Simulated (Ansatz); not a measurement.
# Molecular dynamics, with input and output: BSiAsH5F (part 5 of 5)

Continued. System: BSiAsH5F. Method: RKS BHLYP/def2-SVP (Ansatz 0.2.0). It belongs to a series of runs on one base structure; here: dynamics from the highest image of the converged band.

Geometry of the input (Å):
```
B  -0.6932  0.2111  0.5315
Si 1.3902  0.4108  -0.8282
F  2.4427  0.6992  0.3815
As 0.2331  -1.5527  -0.2419
H  -1.6097  0.6994  -0.0546
H  -0.2605  0.5999  1.5732
H  0.3418  1.4855  -0.7023
H  -0.6574  -1.5430  -1.4628
H  -1.0985  -1.0563  0.7864
```

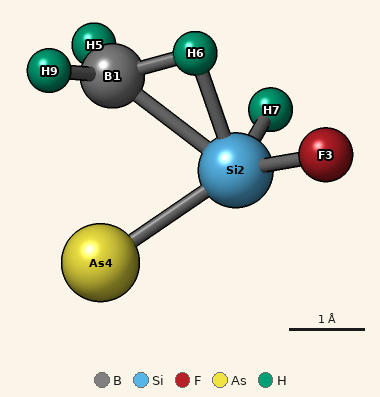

The geometry at step 175 of the log (ball-and-stick view, seen at a tilt; atoms are numbered from 1 in the order of the input).

Trajectory as extended XYZ, continued
```
9
Properties=species:S:1:pos:R:3:forces:R:3 step=148 time_fs=74.0 energy=-72178.92900 temperature=1183.8
B    -0.8894    0.4050    0.5538    0.7090  -0.5940  -0.1113
Si    1.1985    0.3228   -0.5458   -0.0545   1.1151  -0.0582
F     2.5293    0.7389    0.2409   -0.1376   0.4051   0.1149
As    0.2958   -1.5761   -0.2963   -0.8181  -1.3259   0.1403
H    -1.4188    1.0635   -0.2922   -0.1092  -0.1051  -0.1357
H    -0.0303    0.9889    1.2170    0.2680   0.1006  -0.2176
H     0.9589    1.1844   -1.7240    0.2861   0.1212   0.4036
H    -0.1189   -1.3515   -1.7355   -0.2367  -0.0683  -0.0926
H    -1.5225   -0.3431    1.2615    0.0931   0.3512  -0.0435
9
Properties=species:S:1:pos:R:3:forces:R:3 step=150 time_fs=75.0 energy=-72178.94666 temperature=1203.4
B    -0.8745    0.4221    0.5440    0.4340  -0.9661   0.1619
Si    1.1966    0.3217   -0.5406   -0.0614   1.1780   0.1448
F     2.5287    0.7474    0.2410   -0.1262   0.3397   0.1040
As    0.2944   -1.5813   -0.2975   -0.7380  -1.2010   0.1724
H    -1.4328    1.0765   -0.2858   -0.0877  -0.1370  -0.1492
H    -0.0135    1.0120    1.1955    0.3045   0.0881  -0.2022
H     0.9175    1.2208   -1.6699    0.3197   0.1309   0.1956
H    -0.1145   -1.3358   -1.7289   -0.2741  -0.0799  -0.2176
H    -1.4841   -0.3591    1.2651    0.2293   0.6472  -0.2098
9
Properties=species:S:1:pos:R:3:forces:R:3 step=152 time_fs=76.0 energy=-72178.94966 temperature=1206.9
B    -0.8593    0.4383    0.5344    0.2180  -1.2232   0.3438
Si    1.1947    0.3209   -0.5354   -0.0578   1.2513   0.3102
F     2.5280    0.7562    0.2411   -0.1096   0.2701   0.0969
As    0.2930   -1.5866   -0.2987   -0.6726  -1.0601   0.1556
H    -1.4476    1.0881   -0.2808   -0.0336  -0.1894  -0.1251
H     0.0061    1.0360    1.1721    0.3167   0.0597  -0.2026
H     0.8791    1.2585   -1.6138    0.3475   0.1273   0.0067
H    -0.1127   -1.3209   -1.7243   -0.2932  -0.0967  -0.2922
H    -1.4436   -0.3690    1.2668    0.2847   0.8610  -0.2933
9
Properties=species:S:1:pos:R:3:forces:R:3 step=155 time_fs=77.5 energy=-72178.94275 temperature=1199.3
B    -0.8361    0.4606    0.5206    0.0242  -1.3511   0.4372
Si    1.1918    0.3205   -0.5274   -0.0544   1.4193   0.4471
F     2.5269    0.7695    0.2414   -0.0726   0.1599   0.0928
As    0.2907   -1.5948   -0.3004   -0.6092  -0.8164   0.0141
H    -1.4701    1.1020   -0.2754    0.0973  -0.2839  -0.0440
H     0.0413    1.0729    1.1332    0.2828  -0.0145  -0.2345
H     0.8278    1.3171   -1.5301    0.3977   0.0553  -0.2017
H    -0.1152   -1.3002   -1.7227   -0.2789  -0.1402  -0.2821
H    -1.3778   -0.3680    1.2641    0.2131   0.9715  -0.2289
9
Properties=species:S:1:pos:R:3:forces:R:3 step=158 time_fs=79.0 energy=-72178.92576 temperature=1180.3
B    -0.8128    0.4802    0.5076   -0.0090  -1.2000   0.3464
Si    1.1889    0.3212   -0.5191   -0.0719   1.6712   0.4508
F     2.5257    0.7831    0.2419   -0.0197   0.0474   0.0956
As    0.2882   -1.6033   -0.3022   -0.5830  -0.5387  -0.2435
H    -1.4906    1.1099   -0.2709    0.2442  -0.3514   0.0352
H     0.0824    1.1094    1.0892    0.1947  -0.1155  -0.2858
H     0.7851    1.3768   -1.4505    0.4735  -0.1168  -0.3227
H    -0.1236   -1.2827   -1.7270   -0.2177  -0.2076  -0.1437
H    -1.3077   -0.3466    1.2569   -0.0111   0.8114   0.0678
9
Properties=species:S:1:pos:R:3:forces:R:3 step=160 time_fs=80.0 energy=-72178.90158 temperature=1153.6
B    -0.7973    0.4919    0.4993    0.0449  -0.9987   0.2133
Si    1.1869    0.3224   -0.5133   -0.0926   1.8636   0.4048
F     2.5249    0.7921    0.2422    0.0239  -0.0263   0.1008
As    0.2864   -1.6090   -0.3034   -0.5788  -0.3423  -0.4404
H    -1.5015    1.1110   -0.2676    0.3216  -0.3594   0.0585
H     0.1122    1.1325    1.0566    0.1179  -0.1857  -0.3127
H     0.7622    1.4155   -1.4012    0.5348  -0.2691  -0.3821
H    -0.1319   -1.2734   -1.7317   -0.1611  -0.2600  -0.0156
H    -1.2608   -0.3224    1.2525   -0.2104   0.5779   0.3734
9
Properties=species:S:1:pos:R:3:forces:R:3 step=162 time_fs=81.0 energy=-72178.86462 temperature=1112.8
B    -0.7818    0.5027    0.4912    0.1281  -0.7922   0.0684
Si    1.1849    0.3243   -0.5075   -0.1105   2.0443   0.3424
F     2.5241    0.8012    0.2426    0.0733  -0.0971   0.1088
As    0.2846   -1.6148   -0.3046   -0.5793  -0.1435  -0.6232
H    -1.5093    1.1086   -0.2637    0.3653  -0.3304   0.0465
H     0.1432    1.1538    1.0210    0.0369  -0.2471  -0.3202
H     0.7445    1.4515   -1.3555    0.5949  -0.4240  -0.4484
H    -0.1417   -1.2665   -1.7366   -0.1014  -0.3113   0.1106
H    -1.2159   -0.2927    1.2517   -0.4073   0.3012   0.7152
9
Properties=species:S:1:pos:R:3:forces:R:3 step=165 time_fs=82.5 energy=-72178.80301 temperature=1045.1
B    -0.7582    0.5176    0.4792    0.2046  -0.6838  -0.0020
Si    1.1818    0.3283   -0.4984   -0.1076   2.2314   0.2434
F     2.5230    0.8147    0.2433    0.1555  -0.1952   0.1270
As    0.2817   -1.6234   -0.3067   -0.5790   0.1498  -0.8170
H    -1.5145    1.0995   -0.2573    0.3525  -0.2215  -0.0404
H     0.1901    1.1813    0.9618   -0.0764  -0.3038  -0.2753
H     0.7287    1.4976   -1.2953    0.6611  -0.6073  -0.5900
H    -0.1582   -1.2620   -1.7417   -0.0222  -0.3729   0.2493
H    -1.1562   -0.2434    1.2642   -0.5885   0.0032   1.1050
9
Properties=species:S:1:pos:R:3:forces:R:3 step=168 time_fs=84.0 energy=-72178.77088 temperature=1009.6
B    -0.7343    0.5311    0.4673    0.0965  -1.0205   0.3376
Si    1.1787    0.3341   -0.4892   -0.0401   2.2532   0.1423
F     2.5221    0.8279    0.2442    0.2425  -0.2814   0.1546
As    0.2786   -1.6321   -0.3089   -0.5647   0.4271  -0.8681
H    -1.5123    1.0856   -0.2519    0.2589  -0.0647  -0.1830
H     0.2354    1.2023    0.8969   -0.1698  -0.2977  -0.1497
H     0.7270    1.5308   -1.2480    0.6776  -0.6821  -0.7913
H    -0.1751   -1.2655   -1.7416    0.0283  -0.4022   0.2882
H    -1.1088   -0.1934    1.2997   -0.5293   0.0683   1.0695
9
Properties=species:S:1:pos:R:3:forces:R:3 step=170 time_fs=85.0 energy=-72178.76934 temperature=1007.7
B    -0.7182    0.5390    0.4596   -0.0934  -1.4360   0.7942
Si    1.1766    0.3390   -0.4830    0.0513   2.1574   0.0644
F     2.5216    0.8366    0.2448    0.3001  -0.3316   0.1789
As    0.2765   -1.6378   -0.3106   -0.5400   0.5981  -0.8140
H    -1.5076    1.0754   -0.2502    0.1812   0.0373  -0.2766
H     0.2637    1.2127    0.8517   -0.2224  -0.2526  -0.0228
H     0.7340    1.5449   -1.2256    0.6570  -0.6628  -0.9483
H    -0.1861   -1.2725   -1.7381    0.0409  -0.3993   0.2510
H    -1.0837   -0.1594    1.3363   -0.3748   0.2895   0.7733
9
Properties=species:S:1:pos:R:3:forces:R:3 step=172 time_fs=86.0 energy=-72178.77375 temperature=1012.4
B    -0.7023    0.5456    0.4527   -0.3529  -1.8630   1.3208
Si    1.1744    0.3445   -0.4767    0.1809   1.9759  -0.0327
F     2.5213    0.8451    0.2456    0.3553  -0.3757   0.2075
As    0.2743   -1.6434   -0.3123   -0.4986   0.7544  -0.6934
H    -1.5011    1.0655   -0.2512    0.1232   0.1140  -0.3393
H     0.2899    1.2208    0.8063   -0.2723  -0.1741   0.1307
H     0.7472    1.5526   -1.2123    0.6137  -0.5972  -1.1074
H    -0.1968   -1.2834   -1.7322    0.0357  -0.3777   0.1671
H    -1.0621   -0.1226    1.3802   -0.1849   0.5434   0.3468
9
Properties=species:S:1:pos:R:3:forces:R:3 step=175 time_fs=87.5 energy=-72178.78409 temperature=1024.0
B    -0.6790    0.5523    0.4447   -0.8146  -2.2893   1.9818
Si    1.1714    0.3541   -0.4674    0.4326   1.5840  -0.2393
F     2.5212    0.8574    0.2469    0.4291  -0.4302   0.2573
As    0.2709   -1.6517   -0.3151   -0.4029   0.9586  -0.4131
H    -1.4892    1.0528   -0.2588    0.1207   0.1524  -0.3349
H     0.3241    1.2300    0.7410   -0.3515  -0.0019   0.3822
H     0.7779    1.5538   -1.2126    0.5218  -0.4603  -1.3040
H    -0.2122   -1.3064   -1.7208   -0.0013  -0.3132  -0.0217
H    -1.0325   -0.0571    1.4508    0.0660   0.7998  -0.3082
9
Properties=species:S:1:pos:R:3:forces:R:3 step=178 time_fs=89.0 energy=-72178.81914 temperature=1062.9
B    -0.6573    0.5545    0.4405   -1.2745  -2.3354   2.2804
Si    1.1687    0.3650   -0.4582    0.7102   1.1558  -0.5525
F     2.5215    0.8693    0.2485    0.4856  -0.4698   0.3120
As    0.2673   -1.6596   -0.3180   -0.2774   1.1318  -0.0724
H    -1.4746    1.0432   -0.2733    0.2207   0.0997  -0.2117
H     0.3507    1.2393    0.6839   -0.4368   0.2061   0.6033
H     0.8198    1.5450   -1.2408    0.4251  -0.3754  -1.3693
H    -0.2277   -1.3361   -1.7099   -0.0565  -0.2214  -0.2260
H    -1.0016    0.0253    1.5152    0.2035   0.8087  -0.7638
9
Properties=species:S:1:pos:R:3:forces:R:3 step=180 time_fs=90.0 energy=-72178.87047 temperature=1119.6
B    -0.6442    0.5533    0.4403   -1.5180  -2.1726   2.2501
Si    1.1672    0.3727   -0.4524    0.8778   0.9225  -0.8303
F     2.5221    0.8770    0.2498    0.5099  -0.4876   0.3487
As    0.2649   -1.6648   -0.3200   -0.1909   1.2371   0.1453
H    -1.4623    1.0380   -0.2858    0.3072   0.0339  -0.0925
H     0.3633    1.2477    0.6527   -0.4852   0.3349   0.6969
H     0.8530    1.5345   -1.2759    0.3695  -0.3987  -1.2951
H    -0.2386   -1.3586   -1.7051   -0.0890  -0.1542  -0.3273
H    -0.9788    0.0898    1.5496    0.2187   0.6846  -0.8958
9
Properties=species:S:1:pos:R:3:forces:R:3 step=182 time_fs=91.0 energy=-72178.94441 temperature=1201.1
B    -0.6325    0.5503    0.4421   -1.6667  -1.8964   2.0492
Si    1.1660    0.3807   -0.4468    1.0116   0.7685  -1.1546
F     2.5229    0.8843    0.2513    0.5211  -0.4981   0.3830
As    0.2625   -1.6698   -0.3219   -0.1143   1.3388   0.3255
H    -1.4471    1.0332   -0.2991    0.3725  -0.0379   0.0269
H     0.3713    1.2593    0.6282   -0.5103   0.4277   0.7230
H     0.8897    1.5202   -1.3233    0.3205  -0.4964  -1.1095
H    -0.2504   -1.3827   -1.7034   -0.1069  -0.0882  -0.3717
H    -0.9540    0.1609    1.5755    0.1725   0.4819  -0.8720
9
Properties=species:S:1:pos:R:3:forces:R:3 step=185 time_fs=92.5 energy=-72179.06877 temperature=1338.0
B    -0.6177    0.5426    0.4480   -1.6650  -1.3709   1.4906
Si    1.1649    0.3933   -0.4392    1.1332   0.6885  -1.6748
F     2.5246    0.8949    0.2538    0.5120  -0.5008   0.4249
As    0.2588   -1.6769   -0.3248   -0.0337   1.4857   0.4931
H    -1.4176    1.0252   -0.3183    0.3765  -0.1275   0.1589
H     0.3742    1.2844    0.6042   -0.4754   0.4513   0.6132
H     0.9504    1.4893   -1.4134    0.2439  -0.7305  -0.6438
H    -0.2699   -1.4201   -1.7073   -0.0944   0.0025  -0.3069
H    -0.9139    0.2754    1.5994    0.0030   0.1018  -0.5553
9
Properties=species:S:1:pos:R:3:forces:R:3 step=188 time_fs=94.0 energy=-72179.14911 temperature=1426.5
B    -0.6062    0.5321    0.4570   -1.4185  -0.8612   0.8115
Si    1.1646    0.4064   -0.4329    1.1734   0.7033  -2.1400
F     2.5269    0.9050    0.2568    0.4745  -0.4902   0.4483
As    0.2552   -1.6836   -0.3275    0.0046   1.6155   0.5470
H    -1.3802    1.0144   -0.3342    0.2381  -0.1704   0.1954
H     0.3671    1.3189    0.5931   -0.3468   0.3123   0.3506
H     1.0163    1.4426   -1.5172    0.1416  -0.9435  -0.0552
H    -0.2914   -1.4575   -1.7176   -0.0391   0.0843  -0.1116
H    -0.8739    0.3921    1.6116   -0.2279  -0.2502  -0.0460
9
Properties=species:S:1:pos:R:3:forces:R:3 step=190 time_fs=95.0 energy=-72179.15593 temperature=1434.1
B    -0.6001    0.5241    0.4639   -1.1806  -0.5897   0.4640
Si    1.1649    0.4155   -0.4296    1.1751   0.6984  -2.3765
F     2.5287    0.9113    0.2592    0.4375  -0.4773   0.4512
As    0.2527   -1.6878   -0.3292    0.0168   1.6852   0.5497
H    -1.3523    1.0053   -0.3426    0.0758  -0.1683   0.1624
H     0.3579    1.3459    0.5903   -0.2265   0.1471   0.1336
H     1.0620    1.4006   -1.5878    0.0564  -1.0122   0.3329
H    -0.3062   -1.4816   -1.7261    0.0092   0.1368   0.0498
H    -0.8497    0.4674    1.6185   -0.3637  -0.4200   0.2328
9
Properties=species:S:1:pos:R:3:forces:R:3 step=192 time_fs=96.0 energy=-72179.12637 temperature=1401.6
B    -0.5951    0.5156    0.4713   -0.9415  -0.3716   0.3111
Si    1.1657    0.4247   -0.4271    1.1717   0.6421  -2.5380
F     2.5307    0.9175    0.2617    0.3942  -0.4612   0.4437
As    0.2503   -1.6918   -0.3308    0.0283   1.7386   0.5534
H    -1.3236    0.9946   -0.3494   -0.1196  -0.1464   0.0952
H     0.3467    1.3742    0.5887   -0.0982  -0.0466  -0.0799
H     1.1083    1.3489   -1.6553   -0.0380  -1.0015   0.6736
H    -0.3210   -1.5043   -1.7341    0.0553   0.1891   0.2020
H    -0.8289    0.5387    1.6275   -0.4520  -0.5424   0.3389
9
Properties=species:S:1:pos:R:3:forces:R:3 step=195 time_fs=97.5 energy=-72179.03310 temperature=1298.7
B    -0.5891    0.5022    0.4829   -0.6610  -0.0777   0.4311
Si    1.1675    0.4390   -0.4250    1.1735   0.4211  -2.6270
F     2.5342    0.9262    0.2659    0.3218  -0.4325   0.4147
As    0.2466   -1.6974   -0.3331    0.0600   1.7906   0.6038
H    -1.2834    0.9759   -0.3581   -0.4093  -0.1027  -0.0179
H     0.3284    1.4153    0.5845    0.0775  -0.3281  -0.3394
H     1.1768    1.2537   -1.7437   -0.1827  -0.8359   1.0408
H    -0.3421   -1.5349   -1.7421    0.1023   0.2665   0.3630
H    -0.8058    0.6356    1.6467   -0.4824  -0.7012   0.1310
9
Properties=species:S:1:pos:R:3:forces:R:3 step=198 time_fs=99.0 energy=-72178.91038 temperature=1163.3
B    -0.5845    0.4887    0.4954   -0.5264   0.2290   0.6473
Si    1.1702    0.4537   -0.4249    1.1847   0.0279  -2.5187
F     2.5380    0.9345    0.2706    0.2443  -0.4003   0.3679
As    0.2429   -1.7024   -0.3353    0.1215   1.8179   0.7441
H    -1.2518    0.9550   -0.3671   -0.6027  -0.0907  -0.0545
H     0.3116    1.4495    0.5730    0.2096  -0.5271  -0.4923
H     1.2413    1.1407   -1.8100   -0.3104  -0.5202   1.1891
H    -0.3611   -1.5597   -1.7426    0.1078   0.3398   0.4053
H    -0.7930    0.7174    1.6683   -0.4284  -0.8763  -0.2882
9
Properties=species:S:1:pos:R:3:forces:R:3 step=200 time_fs=100.0 energy=-72178.82846 temperature=1072.9
B    -0.5820    0.4800    0.5044   -0.5199   0.4189   0.6534
Si    1.1726    0.4635   -0.4259    1.1905  -0.3148  -2.3304
F     2.5407    0.9397    0.2740    0.1907  -0.3777   0.3287
As    0.2405   -1.7055   -0.3366    0.1803   1.8283   0.8936
H    -1.2377    0.9400   -0.3737   -0.6477  -0.1149  -0.0022
H     0.3028    1.4662    0.5597    0.2680  -0.5881  -0.5354
H     1.2808    1.0587   -1.8402   -0.3751  -0.2516   1.1519
H    -0.3724   -1.5723   -1.7381    0.0855   0.3842   0.3630
H    -0.7897    0.7616    1.6798   -0.3722  -0.9843  -0.5228
```
